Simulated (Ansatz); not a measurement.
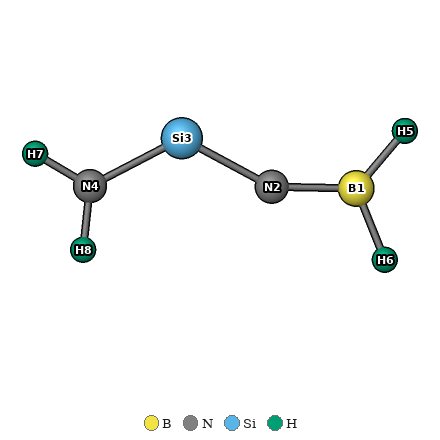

The system is BH4N2Si, SMILES BN=[Si+]N, charge +1; the picture shows the reference structure. First axis: angle N2–Si3–N4 (carried through 180). Second axis: change of the bonds Si3–N2, Si3–N4, all alike. Nothing is relaxed (all other coordinates rigid). The grid has 15 × 15 points. Points are written as (first, second). Energies: kcal/mol, counted from the relaxed molecule at the same level. Method: RKS PBE-D4/def2-TZVP in Ansatz 0.2.0.

Its coordinates:

```yaml
atoms:
  - { symbol: B, position_ang: [-1.4269, 1.5226, -0.1318] }
  - { symbol: N, position_ang: [-0.4965, 0.5398, -0.0399] }
  - { symbol: Si, position_ang: [0.8522, -0.1347, 0.5930] }
  - { symbol: N, position_ang: [1.4806, -1.5990, 0.1242] }
  - { symbol: H, position_ang: [-1.5115, 2.5543, 0.4862] }
  - { symbol: H, position_ang: [-2.2867, 1.2920, -0.9738] }
  - { symbol: H, position_ang: [2.3248, -1.9883, 0.5422] }
  - { symbol: H, position_ang: [1.0639, -2.1866, -0.6000] }
```

Range: angle N2–Si3–N4 (carried through 180) from 106.5 to 253.5°; change of the bonds Si3–N2, Si3–N4, all alike from −0.181 to 0.280 Å.

> What will the energy surface look like?

The lowest grid point is at (127.5°, −0.016 Å), 0.21 kcal/mol from the relaxed molecule at the same level. No other kind of well shows on this grid. The highest grid point, (201.0°, 0.280 Å), lies 77 kcal/mol above the lowest.

| second ↓, first → | 106.5 | 117.0 | 127.5 | 138.0 | 148.5 | 159.0 | 169.5 | 180.0 | 190.5 | 201.0 | 211.5 | 222.0 | 232.5 | 243.0 | 253.5 |
| --- | --- | --- | --- | --- | --- | --- | --- | --- | --- | --- | --- | --- | --- | --- | --- |
| 0.280 | 33 | 34 | 37 | 41 | 47 | 53 | 60 | 67 | 73 | 77 | 77 | 74 | 71 | 67 | 61 |
| 0.247 | 27 | 28 | 31 | 35 | 40 | 47 | 54 | 61 | 68 | 72 | 73 | 71 | 67 | 61 | 56 |
| 0.214 | 21 | 22 | 25 | 29 | 34 | 40 | 47 | 55 | 62 | 68 | 69 | 65 | 60 | 55 | 51 |
| 0.181 | 16 | 17 | 19 | 23 | 28 | 34 | 41 | 48 | 56 | 63 | 62 | 58 | 53 | 49 | 45 |
| 0.148 | 12 | 12 | 14 | 17 | 22 | 28 | 34 | 42 | 50 | 55 | 54 | 51 | 47 | 43 | 41 |
| 0.115 | 8 | 7 | 9 | 12 | 16 | 22 | 29 | 36 | 43 | 47 | 47 | 44 | 41 | 38 | 36 |
| 0.082 | 5 | 4 | 5 | 8 | 12 | 17 | 23 | 30 | 37 | 40 | 40 | 38 | 36 | 34 | 33 |
| 0.049 | 4 | 2 | 2 | 4 | 8 | 13 | 19 | 25 | 31 | 34 | 35 | 33 | 32 | 31 | 31 |
| 0.016 | 3 | 1 | 0 | 2 | 5 | 10 | 15 | 21 | 26 | 30 | 30 | 30 | 29 | 29 | 30 |
| −0.016 | 5 | 1 | 0 | 1 | 4 | 8 | 13 | 18 | 24 | 27 | 28 | 28 | 28 | 28 | 30 |
| −0.049 | 8 | 3 | 2 | 3 | 5 | 8 | 13 | 18 | 22 | 25 | 27 | 27 | 28 | 30 | 32 |
| −0.082 | 13 | 8 | 6 | 6 | 8 | 11 | 14 | 19 | 23 | 26 | 28 | 29 | 31 | 33 | 37 |
| −0.115 | 22 | 15 | 12 | 12 | 13 | 15 | 19 | 23 | 27 | 30 | 32 | 34 | 36 | 40 | 45 |
| −0.148 | 33 | 26 | 22 | 21 | 21 | 23 | 26 | 30 | 34 | 37 | 40 | 42 | 45 | 49 | 55 |
| −0.181 | 49 | 40 | 36 | 34 | 34 | 35 | 37 | 41 | 44 | 47 | 51 | 54 | 58 | 63 | 70 |

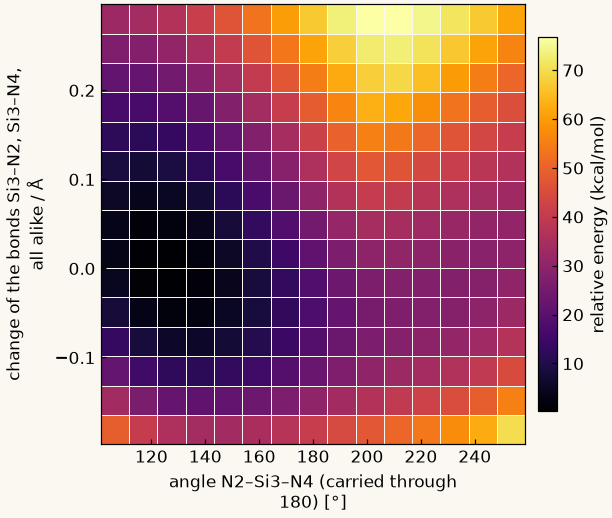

The picture shows one coloured cell a grid point.

Each point was launched as `ansatz run input.yaml --threads 1 --pin off --max-ram 2560MiB --backend cpu --events-out ev --progress --plain --runs-dir out`. The whole map (225 points run) took 22 min on 1 thread of Arm Neoverse V2, with other jobs on the host.
